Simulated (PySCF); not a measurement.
# C3H6OSi: electronic excitations and core binding energies

Wanted: the electronic excitations and core binding energies of C3H6OSi (`C[Si@H]1C=CO1`), by calculation.

Computed with PySCF 2.14.0, with density-fitted response routines of our own, on a single molecule in the gas phase. Atoms count from 0, in the outputs and in this text.

**1. The molecule as given**

11 atoms, charge 0, multiplicity 1; geometry from: GFN2-xTB.

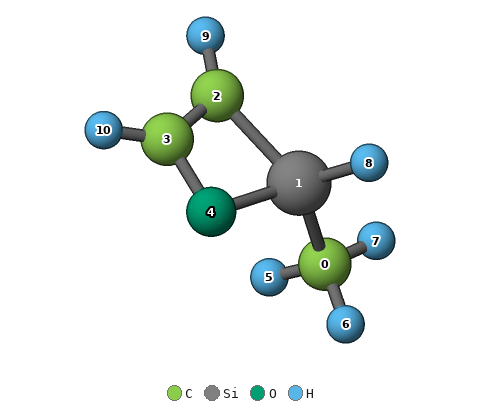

The starting geometry (carbon green, silicon grey, oxygen teal, hydrogen blue), atoms numbered.

**2. Ultraviolet spectrum: CAM-B3LYP/def2-SVPD**

Job settings and geometry (Å):

```
{"job": {"kind": "uv", "xc": "CAM-B3LYP", "basis": "def2-SVPD", "nstates": 8, "ntriplets": 3}, "charge": 0, "multiplicity": 1}
C     -1.798314    -0.204038    -0.308243
Si    -0.168128     0.424910     0.406408
C      1.380483    -0.656313     0.385673
C      1.830768     0.178248    -0.550908
O      0.849832     1.117372    -0.785513
H     -1.634503    -0.883436    -1.139515
H     -2.400435     0.624954    -0.667316
H     -2.370368    -0.727806     0.449601
H     -0.288770     1.367556     1.510710
H      1.866007    -1.496878     0.837527
H      2.738851     0.258102    -1.124466
```

Level: TDDFT CAM-B3LYP/def2-SVPD, vertical, gas phase, core orbitals frozen in the response.

Command:

```bash
$ OMP_NUM_THREADS=1 python probes_run.py task.json out
```

This one command runs all jobs of the session in turn.

**Question.** This job is followed by: delta-SCF UKS SCAN, pcX-2 on the ionised atom, pcseg-1 elsewhere, spin-free X2C. What will the session give for the following? lowest singlet (CAM-B3LYP/def2-SVPD); brightest single state of those computed; lowest triplet; C1s binding energies, SCAN/pcX-2 (standing for 2 of 3 atoms); Si1s binding energies, SCAN/pcX-2; Si2p binding energies, SCAN/pcX-2; O1s binding energies, SCAN/pcX-2.

As calculated:

| quantity | value |
| --- | --- |
| lowest singlet (CAM-B3LYP/def2-SVPD) | 5.65 eV (219 nm), f = 0.006 |
| brightest single state of those computed | state 2, 5.90 eV, f = 0.082 |
| lowest triplet | 3.90 eV |
| C1s binding energies, SCAN/pcX-2 (standing for 2 of 3 atoms) | C0 290.52, C2 289.36 eV |
| Si1s binding energies, SCAN/pcX-2 | Si1 1847.26 eV |
| Si2p binding energies, SCAN/pcX-2 | Si1 107.58 eV |
| O1s binding energies, SCAN/pcX-2 | O4 537.73 eV |

What this shows: The first singlet state (HOMO→LUMO+1 0.66, HOMO→LUMO 0.29) lies at 5.65 eV and is weak; of the 8 states computed, the strongest absorption comes from state 2 at 5.90 eV. The lowest triplet lies 1.75 eV below the lowest singlet (triplets in Tamm-Dancoff, singlets in full TDDFT). The C1s levels kept as sound span 1.16 eV, from C2 (β carbon of an enol-ether or enamine type C=C) up to C0 (methyl carbon bonded to Si). Only 2 of the 3 C atoms are covered by sound results.
